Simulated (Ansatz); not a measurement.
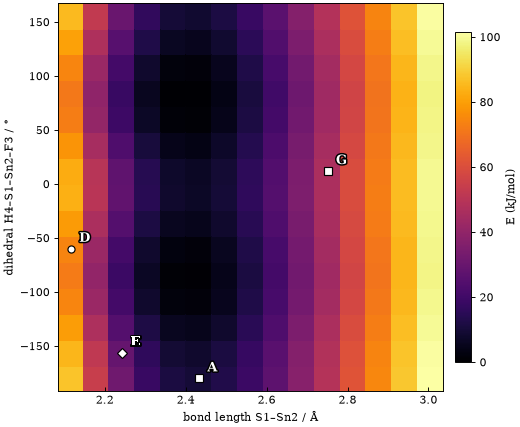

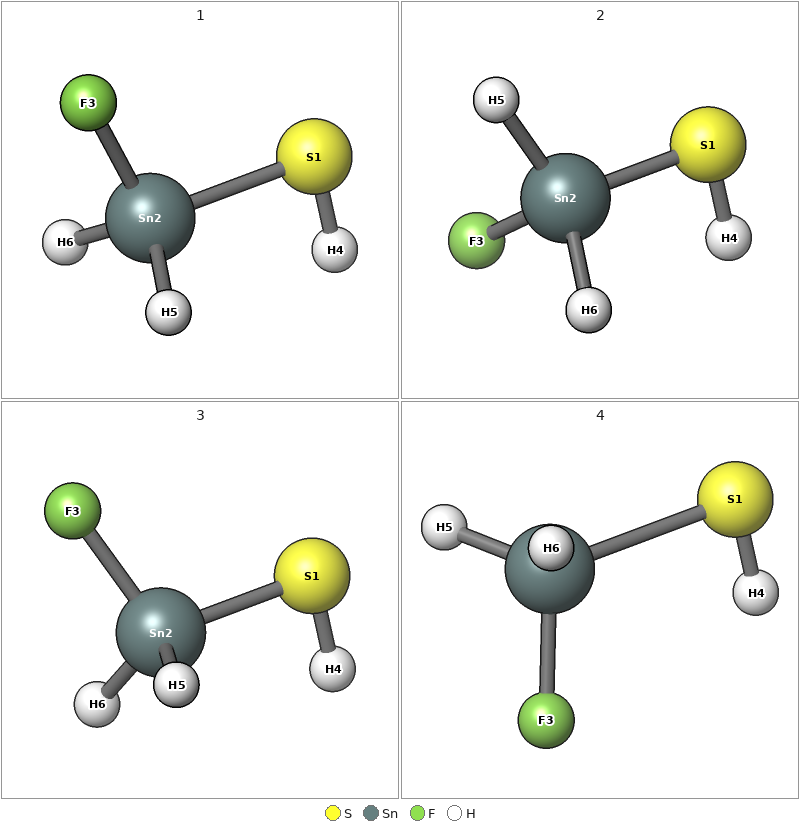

FH₃SSn, SMILES [F][SnH2][SH]. 
- Coordinates scanned: (1) bond length S1–Sn2; (2) dihedral H4–S1–Sn2–F3.
- Nothing is relaxed (all other coordinates rigid).
- Grid: 15 × 15 points.
- All energies are given in kJ/mol relative to the lowest grid point.
- Theory: RKS PBE-D4/def2-TZVP (Ansatz).

Drawn: one coloured cell a grid point, lettered points. The numbered pictures are the structures at these points, in random order.

Q: Which structure belongs to which point?

A: A is structure 1: bond length S1–Sn2 = 2.433 Å, dihedral H4–S1–Sn2–F3 = −180°, 10 kJ/mol; D is structure 2: bond length S1–Sn2 = 2.116 Å, dihedral H4–S1–Sn2–F3 = −60°, 74 kJ/mol; E is structure 3: bond length S1–Sn2 = 2.243 Å, dihedral H4–S1–Sn2–F3 = −156°, 29 kJ/mol; G is structure 4: bond length S1–Sn2 = 2.751 Å, dihedral H4–S1–Sn2–F3 = 12°, 47 kJ/mol.
